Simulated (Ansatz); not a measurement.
# Al(100) slab, 3 layers: a soft mode frozen in, part 2 of 3

Which phase does Al(100) slab, 3 layers fall into along its unstable mode, and how much energy does it gain?

Ansatz 0.2.0; DFT PBEsol, scalar-relativistic, plane waves, PAW; PAW set soft_1.

So far, highest frequency on the path or at a solved wavevector (cm⁻¹): step 2 (response at finite wavevector) 344. Also lowest frequency on the path (cm⁻¹): step 2 -25.0.

## (6) Relaxation from the frozen mode

Starting from the lowest point found, all atoms and the cell are let go, so that strain and other modes of the same symmetry can join in.

Contents of input.yaml:

```yaml
crystal:
  lattice:
    - [1.9238061815, 1.9238061815, 0.0]
    - [-3.847612363, 3.847612363, 0.0]
    - [0.0, 0.0, 31.8800272]
  atoms:
    - { symbol: Al, position: [-0.0808623516, 0.5, 0.1992423379] }
    - { symbol: Al, position: [0.0808623516, 0.0, 0.1992423379] }
    - { symbol: Al, position: [0.5, 0.25, 0.2672519677] }
    - { symbol: Al, position: [0.5, 0.75, 0.2672519677] }
    - { symbol: Al, position: [0.0808623516, 0.5, 0.3352615976] }
    - { symbol: Al, position: [-0.0808623516, 0.0, 0.3352615976] }
  periodic: [true, true, false]
kpoints:
  mp_grid: { grid: [14, 8, 1] }
hamiltonian:
  xc: pbesol
  pseudopotentials: { kind: paw, azcp: { folder: soft_1 }, xc_functional: pbe }
scf:
  occupations: { method: methfessel_paxton, width: 0.2 }
output:
  forces: true
  stress: true
  eigenvalues: true
  write_density: true
  write_potential: true
  elf: true
  volumetric_format: npy
relax:
  adjacent_minimum: "off"
  f_tol: 0.002
  max_steps: 120
  cell: { stress_2d_tol: 0.005 }
```

Command:

```
ansatz run input.yaml --threads 4 --pin off --max-ram 16384MiB --backend cpu --events-out ev --progress --plain --runs-dir out
```

Numbers of over 12 decimals in the logs are rounded to 6 here.

Output:

```text
[...]
Crystal: 6 atoms, lattice volume = 471.956 Å³
Basis set: ecut = 420 eV, 9253 PW (Γ), exchange–correlation on 40×80×432 points (8 copies of the dense FFT grid, shifted against one another)
Bands: 15, of which v1, the nominal top of the filled ones, is band 9 counted from 1 (8 counted from 0)
Symmetry: 8 space group operations
[...]
k-points: 40 of 112
[...]
SCF iter   1: F=—  HF=-3146.363055 eV  |F-HF|=—  |Δ(HF+E_count)|=         —  Δρ=1.34e-2  dr2=5.92e0  ethr=3.10e-3  ⟨swp⟩=11.2  Hψ=6000  notcnv=0
[...]
SCF iter   9: F=-3145.231595 eV  HF=-3145.231595 eV  |F-HF|=1.14e-10  |Δ(HF+E_count)|=   1.89e-9  S|Δr|=    0.00e0  Δρ=1.39e-8  dr2=7.86e-13  ethr=1.00e-12  ⟨swp⟩=7.9  Hψ=4195  notcnv=0
SCF 1 converged in 9 iterations: F = -3145.231595 eV  dr2 = 7.86e-13
[...]
relax step   1: F+E_penalty+E_count = -3145.23159527 eV  Δ(F+E_penalty+E_count) = +0.000e0 eV  max|allowed force component| = 1.874e-2 eV/Å  Δτ_max = 0.0000 Å  P = -0.248 N/m  Ω = 471.956 Å³  fix = [c, alpha, beta]  reactions: c +0.000 N/m  (9 SCF iters, dr2 threshold 1.00e-7 eV, accepted)
Crystal: 6 atoms, lattice volume = 469.631 Å³
Basis set: ecut = 420 eV, 9203 PW (Γ), exchange–correlation on 40×80×432 points (8 copies of the dense FFT grid, shifted against one another)
[...]
iter 1 solved again at ethr=1.75e-5 eV; its pass at ethr=3.10e-3 eV (dr2=3.16e-3 eV) is discarded
[...]
SCF iter   6: F=-3145.245842 eV  HF=-3145.245842 eV  |F-HF|=3.45e-9  |Δ(HF+E_count)|=   5.81e-8  S|Δr|=    0.00e0  Δρ=1.99e-7  dr2=2.72e-10  ethr=8.43e-11  ⟨swp⟩=9.8  Hψ=4634  notcnv=0
SCF 2 converged in 6 iterations: F = -3145.245842 eV  dr2 = 2.72e-10
relax step   2: F+E_penalty+E_count = -3145.24584200 eV  Δ(F+E_penalty+E_count) = -1.425e-2 eV  max|allowed force component| = 3.595e-2 eV/Å  Δτ_max = 0.0160 Å  P = +0.063 N/m  Ω = 469.631 Å³  energy of the carried Pulay correction = +8.129e-5 eV  fix = [c, alpha, beta]  reactions: c +0.000 N/m  (6 SCF iters, dr2 threshold 6.00e-7 eV, accepted)
Crystal: 6 atoms, lattice volume = 470.308 Å³
[...]
SCF iter   5: F=-3145.247033 eV  HF=-3145.247033 eV  |F-HF|=2.11e-8  |Δ(HF+E_count)|=   1.64e-7  S|Δr|=    0.00e0  Δρ=8.14e-7  dr2=8.44e-9  ethr=6.22e-10  ⟨swp⟩=18.4  Hψ=6747  notcnv=0
SCF 3 converged in 5 iterations: F = -3145.247033 eV  dr2 = 8.44e-9
relax step   3: F+E_penalty+E_count = -3145.24703293 eV  Δ(F+E_penalty+E_count) = -1.191e-3 eV  max|allowed force component| = 4.019e-3 eV/Å  Δτ_max = 0.0122 Å  P = +0.006 N/m  Ω = 470.308 Å³  energy of the carried Pulay correction = +5.759e-5 eV  fix = [c, alpha, beta]  reactions: c +0.000 N/m  (5 SCF iters, dr2 threshold 1.12e-7 eV, accepted)
[... from here on, the SCF cycles and remarks between the steps are left out ...]
relax step   4: F+E_penalty+E_count = -3145.24725103 eV  Δ(F+E_penalty+E_count) = -2.181e-4 eV  max|allowed force component| = 4.448e-3 eV/Å  Δτ_max = 0.0092 Å  P = -0.003 N/m  Ω = 469.933 Å³  energy of the carried Pulay correction = +7.071e-5 eV  fix = [c, alpha, beta]  reactions: c +0.000 N/m  (5 SCF iters, dr2 threshold 4.07e-9 eV, accepted)
relax step   5: F+E_penalty+E_count = -3145.24735802 eV  Δ(F+E_penalty+E_count) = -1.070e-4 eV  max|allowed force component| = 4.108e-3 eV/Å  Δτ_max = 0.0033 Å  P = -0.017 N/m  Ω = 469.862 Å³  energy of the carried Pulay correction = +7.319e-5 eV  fix = [c, alpha, beta]  reactions: c +0.000 N/m  (5 SCF iters, dr2 threshold 5.61e-9 eV, accepted)
relax step   6: F+E_penalty+E_count = -3145.24776222 eV  Δ(F+E_penalty+E_count) = -4.042e-4 eV  max|allowed force component| = 3.851e-3 eV/Å  Δτ_max = 0.0176 Å  P = -0.056 N/m  Ω = 469.255 Å³  energy of the carried Pulay correction = +9.448e-5 eV  fix = [c, alpha, beta]  reactions: c +0.000 N/m  (6 SCF iters, dr2 threshold 1.05e-9 eV, accepted)
relax step   7: F+E_penalty+E_count = -3145.25043449 eV  Δ(F+E_penalty+E_count) = -2.672e-3 eV  max|allowed force component| = 2.095e-2 eV/Å  Δτ_max = 0.1267 Å  P = -0.424 N/m  Ω = 464.467 Å³  energy of the carried Pulay correction = +2.633e-4 eV  fix = [c, alpha, beta]  reactions: c +0.000 N/m  (6 SCF iters, dr2 threshold 3.96e-8 eV, accepted)
relax step   8: F+E_penalty+E_count = -3145.23565492 eV  Δ(F+E_penalty+E_count) = +1.478e-2 eV  max|allowed force component| = 6.865e-2 eV/Å  Δτ_max = 0.1943 Å  P = -0.534 N/m  Ω = 455.871 Å³  energy of the carried Pulay correction = +5.707e-4 eV  fix = [c, alpha, beta]  (5 SCF iters, dr2 threshold 6.00e-7 eV, rejected (line search))
relax step   9: F+E_penalty+E_count = -3145.26519339 eV  Δ(F+E_penalty+E_count) = -1.476e-2 eV  max|allowed force component| = 2.210e-2 eV/Å  Δτ_max = 0.0898 Å  P = +0.379 N/m  Ω = 453.593 Å³  energy of the carried Pulay correction = +6.532e-4 eV  fix = [c, alpha, beta]  reactions: c +0.000 N/m  (9 SCF iters, accepted)
relax step  10: F+E_penalty+E_count = -3145.26473640 eV  Δ(F+E_penalty+E_count) = +4.570e-4 eV  max|allowed force component| = 2.514e-2 eV/Å  Δτ_max = 0.0277 Å  P = -0.614 N/m  Ω = 458.162 Å³  energy of the carried Pulay correction = +4.882e-4 eV  fix = [c, alpha, beta]  (5 SCF iters, dr2 threshold 3.51e-7 eV, rejected (line search))
relax step  11: F+E_penalty+E_count = -3145.26695587 eV  Δ(F+E_penalty+E_count) = -1.762e-3 eV  max|allowed force component| = 6.858e-3 eV/Å  Δτ_max = 0.0135 Å  P = +0.073 N/m  Ω = 454.913 Å³  energy of the carried Pulay correction = +6.053e-4 eV  fix = [c, alpha, beta]  reactions: c +0.000 N/m  (8 SCF iters, accepted)
relax step  12: F+E_penalty+E_count = -3145.26721194 eV  Δ(F+E_penalty+E_count) = -2.561e-4 eV  max|allowed force component| = 9.707e-4 eV/Å  Δτ_max = 0.0114 Å  P = +0.014 N/m  Ω = 454.732 Å³  energy of the carried Pulay correction = +6.119e-4 eV  fix = [c, alpha, beta]  reactions: c +0.000 N/m  (5 SCF iters, dr2 threshold 2.41e-8 eV, accepted)
relax step  13: F+E_penalty+E_count = -3145.26722186 eV  Δ(F+E_penalty+E_count) = -9.926e-6 eV  max|allowed force component| = 7.346e-4 eV/Å  Δτ_max = 0.0018 Å  P = -0.004 N/m  Ω = 454.737 Å³  energy of the carried Pulay correction = +6.117e-4 eV  fix = [c, alpha, beta]  reactions: c +0.000 N/m  (4 SCF iters, dr2 threshold 2.16e-9 eV, accepted)
relax step  14: F+E_penalty+E_count = -3145.26722349 eV  Δ(F+E_penalty+E_count) = -1.629e-6 eV  max|allowed force component| = 2.858e-5 eV/Å  Δτ_max = 0.0002 Å  P = -0.000 N/m  Ω = 454.709 Å³  energy of the carried Pulay correction = +6.127e-4 eV  fix = [c, alpha, beta]  reactions: c +0.000 N/m  (4 SCF iters, dr2 threshold 1.37e-10 eV, accepted)
relax step  15: F+E_penalty+E_count = -3145.26684840 eV  Δ(F+E_penalty+E_count) = +3.751e-4 eV  max|allowed force component| = 2.054e-5 eV/Å  Δτ_max = 0.0000 Å  P = -0.009 N/m  Ω = 454.709 Å³  fix = [c, alpha, beta]  reactions: c +0.000 N/m  stress off target by 1.22e-2 N/m on what of the cell is left free  SCF on the basis re-selected at this cell (its energy is not comparable with the rows above)  (6 SCF iters)
relax step  16: F+E_penalty+E_count = -3145.26685187 eV  Δ(F+E_penalty+E_count) = -3.471e-6 eV  max|allowed force component| = 4.684e-5 eV/Å  Δτ_max = 0.0005 Å  P = -0.000 N/m  Ω = 454.634 Å³  energy of the carried Pulay correction = +2.564e-6 eV  fix = [c, alpha, beta]  reactions: c +0.000 N/m  (4 SCF iters, dr2 threshold 1.81e-10 eV, accepted)
[...]
SCF iter   6: F=-3145.266849 eV  HF=-3145.266849 eV  |F-HF|=2.27e-12  |Δ(HF+E_count)|=  9.55e-12  S|Δr|=    0.00e0  Δρ=2.81e-9  dr2=3.85e-14  ethr=1.00e-12  ⟨swp⟩=10.9  Hψ=4796  notcnv=0
SCF 17 converged in 6 iterations: F = -3145.266849 eV  dr2 = 3.85e-14
relax step  17: F+E_penalty+E_count = -3145.26684947 eV  Δ(F+E_penalty+E_count) = +2.400e-6 eV  max|allowed force component| = 4.784e-5 eV/Å  Δτ_max = 0.0000 Å  P = -0.001 N/m  Ω = 454.634 Å³  fix = [c, alpha, beta]  reactions: c +0.000 N/m  stress off target by 9.79e-4 N/m on what of the cell is left free  SCF on the basis re-selected at this cell (its energy is not comparable with the rows above)  (6 SCF iters)
[...]
SCF converged after 6 iterations
[...]
Free energy (F): -3145.266849 eV
[...]
Internal energy: -3145.268630 eV  (E = F + TS)
E sigma→0 (E₀):  -3145.267295 eV
Entropy (-TS):   0.001781 eV (0.297 meV/atom)
Fermi energy:    -4.072927 eV
[...]
--- Forces (eV/Å), atoms counted from 1 ---
  atom   1  Al    -0.00000278    -0.00000278    -0.00004784
  atom   2  Al     0.00000278     0.00000278    -0.00004784
  atom   3  Al     0.00000000     0.00000000     0.00000000
  atom   4  Al     0.00000000     0.00000000     0.00000000
  atom   5  Al     0.00000278     0.00000278     0.00004784
  atom   6  Al    -0.00000278    -0.00000278     0.00004784
  max |Σ_I F_I| component: 3.47e-18 eV/Å
--- 2D stress c σ (N/m, compression-positive) ---
       -0.000530       0.000449       0.000000
        0.000449      -0.000530       0.000000
        0.000000       0.000000       0.000000
  P = ½ c Tr σ = -0.0005 N/m
--- Band table (eV; the first three rows and the last of 40) ---
  k-point 0: bands = [... 5 lower, -7.7957, -7.5387, -6.9957, -5.0776, -4.6841, -3.3824, -2.3160, -1.5612 (-1.5612°), ... 2 higher]
  k-point 1: bands = [... 5 lower, -8.0500, -6.9169, -6.3048, -6.0699, -3.5427, -3.3039, -3.1707, -0.8347 (-0.8357°), ... 2 higher]
  k-point 2: bands = [... 5 lower, -7.2128, -6.6806, -6.4400, -4.8171, -4.1568, -3.0718, -2.1111, -0.5921 (-0.5931°), ... 2 higher]
  k-point 39: bands = [... 5 lower, -6.9649, -6.6146, -6.6146, -4.0611, -4.0611, -3.8553, -3.8553, -1.0985, ... 2 higher]
  ° read free of the cell's end (the report's vacuum.weakly_bound_levels)
--- Relaxed structure (15 steps of the walk, 13 accepted, 2 SCFs on fresh bases) ---
  F+E_penalty+E_count = -3145.26684947 eV   max|allowed force component| = 4.784e-5 eV/Å   (the final SCF, on the basis selected at the relaxed cell)
  cell:  # Å, volume = 454.6339 Å³
    - [1.922898, 1.922898, 0.0]
    - [-3.708147, 3.708147, 0.0]
    - [0.0, 0.0, 31.8800272]
  atoms:
    - { symbol: Al, position: [-0.177645, 0.5, 0.196234] }
    - { symbol: Al, position: [0.177645, 0.0, 0.196234] }
    - { symbol: Al, position: [0.500000, 0.25, 0.267252] }
    - { symbol: Al, position: [0.5, 0.75, 0.267252] }
    - { symbol: Al, position: [0.177645, 0.5, 0.338270] }
    - { symbol: Al, position: [-0.177645, 0.0, 0.338270] }
```

Run time: 100 s. Hardware: 4 threads of Arm Neoverse V2, shared host; peak memory 0.85 GiB.

The steps of the relaxation:

```
step  energy less that of the first step (eV)  largest force component (eV/Å)  volume (Å³)
   1                                   0.0000                          0.0187       471.96
   2                                  -0.0142                          0.0360       469.63
   3                                  -0.0154                          0.0040       470.31
   4                                  -0.0157                          0.0044       469.93
   5                                  -0.0158                          0.0041       469.86
   6                                  -0.0162                          0.0039       469.25
   7                                  -0.0188                          0.0209       464.47
   8                                  -0.0041                          0.0686       455.87
   9                                  -0.0336                          0.0221       453.59
  10                                  -0.0331                          0.0251       458.16
  11                                  -0.0354                          0.0069       454.91
  12                                  -0.0356                          0.0010       454.73
  13                                  -0.0356                          0.0007       454.74
  14                                  -0.0356                          0.0000       454.71
 15*                                  -0.0353                          0.0000       454.71
  16                                  -0.0353                          0.0000       454.63
 17*                                  -0.0353                          0.0000       454.63
```

Relaxation steps marked * repeat the geometry before them on a plane-wave basis chosen anew for their cell, so energy and pressure can jump there. Relaxation steps 8, 10 were tried and not accepted.

Forces are held to the 8 operations that the run works with; a distortion that breaks them can't arise in this run.

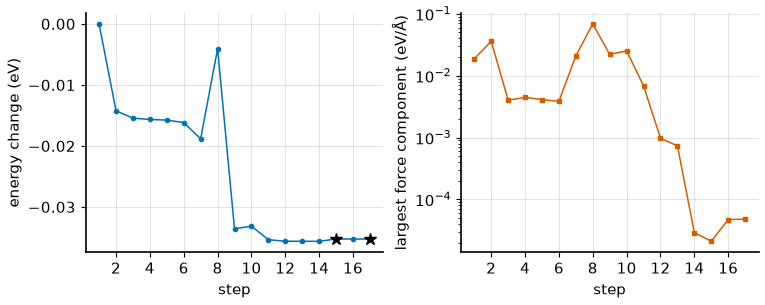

Energy and largest force along the relaxation. Stars mark steps on a basis chosen anew.

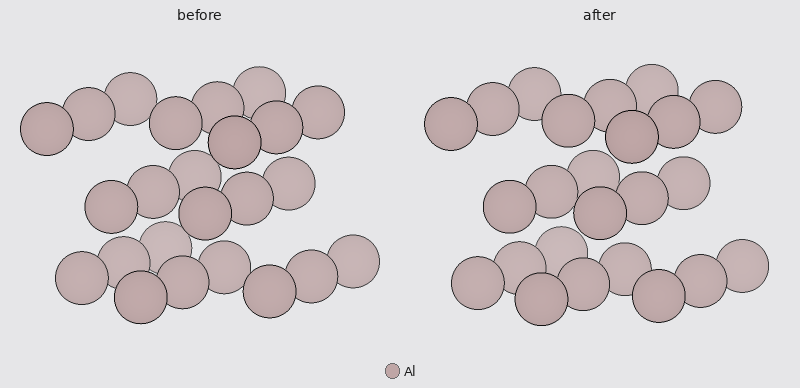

The structure before and after the relaxation, drawn at the same scale.

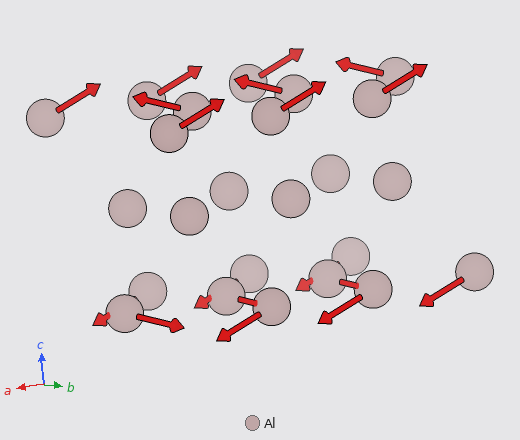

Displacements in the relaxation, exaggerated, measured against the changing cell; the longest in the cell stands for 0.28 Å. 3×1×1 cells are drawn. Some periodic images of atoms are drawn too.

```
cell as run  before  after  change
      a (Å)   2.721  2.719  -0.0 %
      b (Å)   5.441  5.244  -3.6 %
```

The atoms that moved most (Å, along periodic axes as changes of fractional coordinates times the final cell, across vacuum about the mean position):

```
atom      dx      dy      dz  length
 Al1  -0.186  -0.186  -0.096   0.280
 Al2   0.186   0.186  -0.096   0.280
 Al5   0.186   0.186   0.096   0.280
 Al6  -0.186  -0.186   0.096   0.280
```

Final coordinates:

```cif
data_structure
_symmetry_space_group_name_H-M 'P 1'
_symmetry_Int_Tables_number 1
_cell_length_a 2.7194
_cell_length_b 5.2441
_cell_length_c 31.8800
_cell_angle_alpha 90.000
_cell_angle_beta 90.000
_cell_angle_gamma 90.000
_cell_volume 454.63
loop_
_atom_site_label
_atom_site_type_symbol
_atom_site_fract_x
_atom_site_fract_y
_atom_site_fract_z
_atom_site_occupancy
Al1 Al 0.82235 0.50000 0.19623 1
Al2 Al 0.17765 0.00000 0.19623 1
Al3 Al 0.50000 0.25000 0.26725 1
Al4 Al 0.50000 0.75000 0.26725 1
Al5 Al 0.17765 0.50000 0.33827 1
Al6 Al 0.82235 0.00000 0.33827 1
```

This step gave:

- area per atom: 2.377 Å²

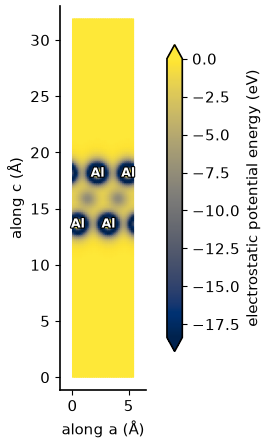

Electrostatic potential energy in the ac plane at fractional y = 0.000, with atoms of Al within 0.2 Å of it. With pseudopotentials it is smooth inside the atoms' cores, unlike the true potential.

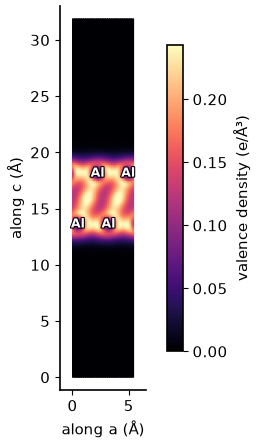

Valence density in the ac plane at fractional y = 0.000, with atoms of Al within 0.2 Å of it. It is the smooth field of the valence electrons, not physical close to the nuclei.

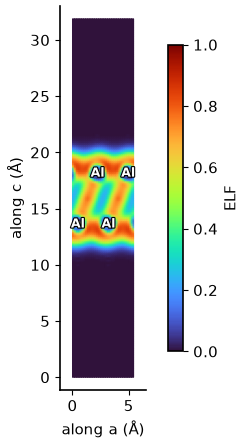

ELF in the ac plane at fractional y = 0.000, with atoms of Al within 0.2 Å of it. It is the smooth field of the valence electrons, not physical close to the nuclei.

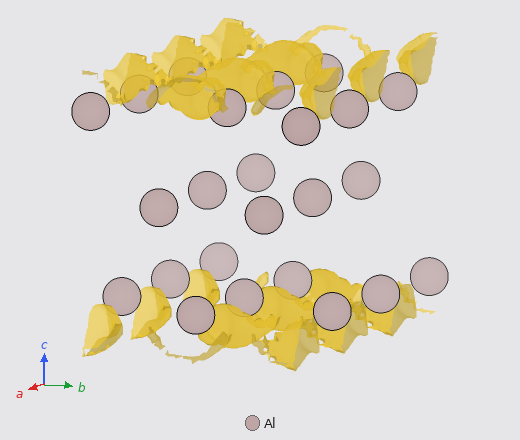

Surface of ELF = 0.77. 3×1×1 cells are drawn.

The distorted start has space group Pccm; the relaxation ends in Pccm.

## (7) The new phase in its own primitive cell

The relaxed structure is symmetrised, reduced to its primitive cell and relaxed tightly, as its phonons need.

input.yaml, the sections that differ from step 6:

```yaml
crystal:
  lattice:
    - [1.9228979708, 1.9228979708, 0.0]
    - [-3.7081466103, 3.7081466103, 0.0]
    - [0.0, 0.0, 31.8800272]
  atoms:
    - { symbol: Al, position: [-0.1776454265, 0.5, 0.1962340462] }
    - { symbol: Al, position: [0.1776454265, 0.0, 0.1962340462] }
    - { symbol: Al, position: [0.5, 0.25, 0.2672519677] }
    - { symbol: Al, position: [0.5, 0.75, 0.2672519677] }
    - { symbol: Al, position: [0.1776454265, 0.5, 0.3382698892] }
    - { symbol: Al, position: [-0.1776454265, 0.0, 0.3382698892] }
  periodic: [true, true, false]
output:
  forces: true
  stress: true
  eigenvalues: true
relax:
  adjacent_minimum: "off"
  f_tol: 0.001
  max_steps: 60
  cell: { stress_2d_tol: 0.002 }
# kpoints, hamiltonian, scf: as in step 6
```

Output:

```text
[...]
Crystal: 6 atoms, lattice volume = 454.634 Å³
Basis set: ecut = 420 eV, 8931 PW (Γ), exchange–correlation on 40×72×432 points (8 copies of the dense FFT grid, shifted against one another)
Bands: 15, of which v1, the nominal top of the filled ones, is band 9 counted from 1 (8 counted from 0)
Symmetry: 8 space group operations
[...]
k-points: 40 of 112
[...]
- [1.9228979708, 1.9228979708, 0.0]
    - [-3.7081466103, 3.7081466103, 0.0]
    - [0.0, 0.0, 31.8800272]
  atoms:
    - { symbol: Al, position: [-0.177645, 0.5, 0.1962340462] }
    - { symbol: Al, position: [0.1776454265, 0.0, 0.1962340462] }
    - { symbol: Al, position: [0.5, 0.250000, 0.2672519677] }
    - { symbol: Al, position: [0.500000, 0.75, 0.2672519677] }
    - { symbol: Al, position: [0.177645, 0.5, 0.3382698892] }
    - { symbol: Al, position: [-0.1776454265, 0.0, 0.3382698892] }
[key lines of the parts left out:]
SCF converged after 11 iterations
Free energy (F): -3145.266849 eV
Fermi energy:    -4.072927 eV
P = ½ c Tr σ = -0.0005 N/m
```

It took 15 s on 4 threads; peak memory 0.83 GiB.

Little changed from the start: no atom moved by 0.005 Å and no cell edge by 0.1 %.

The largest force component left is 0.048 meV/Å, within the tolerances set.

[end of part 2 of 3]

[Logs are printed without paths, hosts, clocks, repeated set-up lines and the standing remarks that a program may print on its own settings, such as how far it seeks lower states.]

[Hosts, paths, dates, database ids (printed as entryN), source tags and the programs' standing remarks are cut or masked in the printed files.]
